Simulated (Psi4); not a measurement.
# CF4 (tetrafluoromethane) at CAM-B3LYP/aug-cc-pVDZ

Aim: the vertical singlet–triplet gap of CF4 (tetrafluoromethane) at CAM-B3LYP/aug-cc-pVDZ, from 2 runs. 

The calculation is run with Psi4 1.11.

4 further runs of the same task are left out: 1 that didn't finish, 3 set aside as unsound or not needed.

### 1 The structure to begin with

CF4: 5 atoms, total charge 0, spin state singlet. SMILES: `FC(F)(F)F`. The coordinates come from a PBE0-D4/def2-TZVP relaxation.

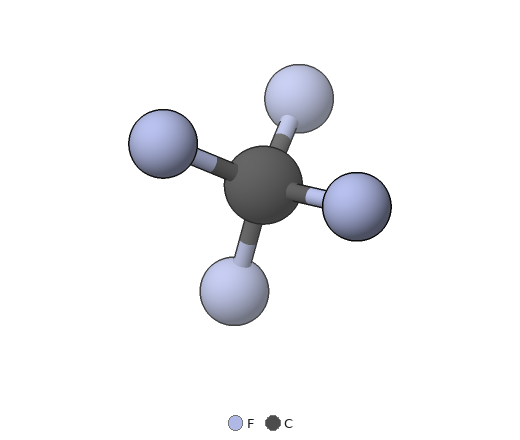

The structure, seen from a chosen angle (fluorine light blue, carbon dark grey).

### 2 Energy and gradient at CAM-B3LYP/aug-cc-pVDZ

cf4.inp reads:

```
memory 1.6 GB

molecule {
  0 1
  F     -0.850100     0.025300     0.989500
  C      0.010000    -0.014700    -0.008300
  F      1.157500    -0.501300     0.420100
  F     -0.464000    -0.786000    -0.966200
  F      0.196600     1.203000    -0.476700
  units angstrom
  symmetry c1
}

set {
  basis                aug-cc-pVDZ
  puream               true
  e_convergence        1e-09
  d_convergence        1e-08
  scf_type             pk
  dft_radial_points    99
  dft_spherical_points 590
}

e, wfn = gradient('cam-b3lyp', return_wfn=True)
oeprop(wfn, 'QUADRUPOLE', 'LOWDIN_CHARGES', 'WIBERG_LOWDIN_INDICES')
```

Command:

```
$ psi4 -n 1 cf4.inp cf4.out
```

cf4.out:

```text
[...]
  Running in c1 symmetry.
[...]
  Nuclear repulsion =  206.220055212762844
[...]
  Multiplicity = 1
[...]
  Nalpha       = 21
  Nbeta        = 21
[...]
    Number of basis functions: 115
[...]
   @RKS iter   1:  -437.32970120004660   -1.04056e-01   5.27388e-03 DIIS/ADIIS
[...]
   @RKS iter   9:  -437.44525159243710   -6.05382e-11   4.94241e-09 DIIS
[...]
    Orbital Energies [Eh]
    ---------------------
    Doubly Occupied:
       1A    -24.857776     2A    -24.857772     3A    -24.857758
       4A    -24.857743     5A    -10.616074     6A     -1.485146
       7A     -1.365436     8A     -1.365416     9A     -1.365393
      10A     -0.830030    11A     -0.736569    12A     -0.736562
      13A     -0.736555    14A     -0.598494    15A     -0.598490
      16A     -0.568709    17A     -0.568703    18A     -0.568697
      19A     -0.524129    20A     -0.524119    21A     -0.524114
[...]
  @RKS Final Energy:  -437.44525159243710
   => Energetics <=
    Nuclear Repulsion Energy =            206.2200552127628441
    One-Electron Energy =               -1016.8655771012608966
    Two-Electron Energy =                 408.3374585239432122
    DFT Exchange-Correlation Energy =     -35.1371882278822909
    Empirical Dispersion Energy =           0.0000000000000000
    VV10 Nonlocal Energy =                  0.0000000000000000
    Total Energy =                       -437.4452515924371028
[...]
  -Total Gradient:
     Atom            X                  Y                   Z
    ------   -----------------  -----------------  -----------------
       1        0.006514584621    -0.000311112416    -0.007550844594
       2       -0.000002920762     0.000045141953     0.000032832899
       3       -0.008688996035     0.003680237057    -0.003235539903
       4        0.003578434899     0.005825651899     0.007223761664
       5       -0.001402438288    -0.009213419625     0.003527061158
[...]
 Multipole Moments:
 ------------------------------------------------------------------------------------
     Multipole            Electronic (a.u.)      Nuclear  (a.u.)        Total (a.u.)
 ------------------------------------------------------------------------------------
 L = 1.  Multiply by 2.5417464519 to convert [e a0] to [Debye]
 Dipole X            :         -0.0000079           -0.0000000           -0.0000079
 Dipole Y            :          0.0001363            0.0000257            0.0001620
 Dipole Z            :          0.0000949            0.0000129            0.0001078
 Magnitude           :                                                    0.0001948
 L = 2.  Multiply by 1.3450342976 to convert [e a0^2] to [Debye ang]
 Quadrupole XX       :        -93.6253180           74.4360409          -19.1892771
 Quadrupole XY       :         -0.0013718            0.0013344           -0.0000374
[...]
```

It took 36 s on 1 thread of Intel Xeon 6975P-C (Granite Rapids), shared host; peak memory 0.84 GiB.

### 3 The triplet at the same level

calc.in reads:

```
memory 1600 mb

molecule mol {
  0 3
  F
  C 1 r2
  F 2 r3 1 a3
  F 2 r4 1 a4 3 d4
  F 2 r5 1 a5 3 d5

  r2 = 1.317944
  r3 = 1.317977
  a3 = 109.46999
  r4 = 1.318011
  a4 = 109.46897
  d4 = 119.99483
  r5 = 1.317957
  a5 = 109.47675
  d5 = -120.00519
  symmetry c1
}

set globals {
  basis                aug-cc-pVDZ
  reference            uks
  puream               true
  e_convergence        1e-09
  d_convergence        1e-08
  scf_type             pk
  dft_radial_points    99
  dft_spherical_points 590
  maxiter              200
}

result, w = gradient('cam-b3lyp', return_wfn=True)
oeprop(w, 'LOWDIN_CHARGES', 'DIPOLE', 'MULLIKEN_CHARGES')
```

Command:

```
$ psi4 -n 1 calc.in calc.out
```

calc.out:

```text
[...]
  Running in c1 symmetry.
[...]
  Nuclear repulsion =  206.220045128294601
[...]
  Multiplicity = 3
[...]
  Nalpha       = 22
  Nbeta        = 20
[...]
    Number of basis functions: 115
[...]
   @UKS iter   1:  -436.90465746570959    3.20987e-01   4.17012e-03 DIIS/ADIIS
[...]
   @UKS iter  74:  -436.99296017645275    1.43814e-11   4.55232e-09 DIIS
[...]
   @S^2 Observed:                2.005460520E+00
[...]
  @UKS Final Energy:  -436.99296017645275
   => Energetics <=
    Nuclear Repulsion Energy =            206.2200451282946005
    One-Electron Energy =               -1011.8481750017843979
    Two-Electron Energy =                 403.5372985265184980
    DFT Exchange-Correlation Energy =     -34.9021288294814624
    Empirical Dispersion Energy =           0.0000000000000000
    VV10 Nonlocal Energy =                  0.0000000000000000
    Total Energy =                       -436.9929601764527547
[...]
  -Total Gradient:
     Atom            X                  Y                   Z
    ------   -----------------  -----------------  -----------------
       1       -0.001871697023     0.001068697856     0.009602255374
       2        0.045235631336    -0.026093833663     0.036919676187
       3       -0.005962701528     0.048079447306    -0.020661180384
       4       -0.044656019053    -0.018875648117    -0.020641568137
       5        0.007229637009    -0.004165822434    -0.005220695813
[...]
 Multipole Moments:
 ------------------------------------------------------------------------------------
     Multipole            Electronic (a.u.)      Nuclear  (a.u.)        Total (a.u.)
 ------------------------------------------------------------------------------------
 L = 1.  Multiply by 2.5417464519 to convert [e a0] to [Debye]
 Dipole X            :         -0.2985760           -0.0000268           -0.2986027
 Dipole Y            :          0.1721364            0.0000019            0.1721383
 Dipole Z            :         -0.2438605           -0.0000106           -0.2438711
 Magnitude           :                                                    0.4222183
[...]
  Mulliken Charges: (a.u.)
   Center  Symbol    Alpha    Beta     Spin     Total
       1     F     4.41257  4.53169 -0.11912  0.05575
       2     C     4.34044  2.30677  2.03367 -0.64721
       3     F     4.41721  4.31503  0.10218  0.26776
       4     F     4.41724  4.31486  0.10238  0.26790
       5     F     4.41255  4.53166 -0.11911  0.05579
   Total alpha = 22.00000, Total beta = 20.00000, Total charge = -0.00000
  Lowdin Charges: (a.u.)
   Center  Symbol    Alpha    Beta     Spin     Total
       1     F     4.48970  4.28709  0.20261  0.22322
[...]
```

Wall time 2.5 min (1 thread of Intel Xeon 6975P-C (Granite Rapids), shared host); peak memory 0.84 GiB.

### 4 Outcome

At CAM-B3LYP/aug-cc-pVDZ:

| quantity | value |
| --- | --- |
| singlet: total energy | -437.44525 Eh |
| singlet: dipole moment | 0.00 D |
| singlet: HOMO energy | -14.26 eV |
| singlet: LUMO energy | 0.99 eV |
| singlet: HOMO–LUMO gap | 15.26 eV |
| singlet: largest force on an atom | 0.513 eV/Å |
| triplet: total energy | -436.99296 Eh |
| triplet: dipole moment | 1.07 D |
| triplet: HOMO energy (highest over α and β) | -2.86 eV |
| triplet: ⟨S²⟩ | 2.005 |
| triplet: largest force on an atom | 3.289 eV/Å |
| vertical energy of the triplet above the singlet | 12.307 eV |

In words: At this shape the triplet lies 12.31 eV (284 kcal/mol) above the singlet. The largest force (singlet) is 0.51 eV/Å: the shape isn't a stationary point for this species at this level. Mulliken charges (triplet) run from -0.65 on C2 to +0.27 on F4; in a basis this large or diffuse they mean little.
